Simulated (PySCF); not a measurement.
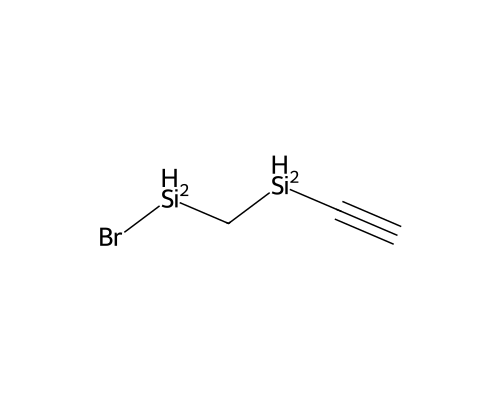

Computed geometry: GFN2-xTB optimisation. No frequency run is at hand to confirm it as a minimum. Method: CAM-B3LYP/def2-SVPD, gas phase (PySCF 2.14.0). Excitations: vertical, linear response.

Predict the main results.

The species is C3H7BrSi2 (`C#C[SiH2]C[SiH2]Br`).
- dipole moment: 2.18 D
- HOMO energy (Kohn–Sham orbital): −9.45 eV
- LUMO energy (Kohn–Sham orbital): 0.72 eV
- HOMO–LUMO gap: 10.17 eV
- mean static polarisability: 104.6 bohr³
- lowest vertical singlet excitation: 6.13 eV
- its oscillator strength: 0.000
- brightest of the 8 lowest singlets: 7.66 eV
- its oscillator strength: 0.07

The geometry is semi-empirical. Around Br, Si such bond lengths and angles can be off by a tenth of an ångström or more and by several degrees, and values that hang on the shape move with them.
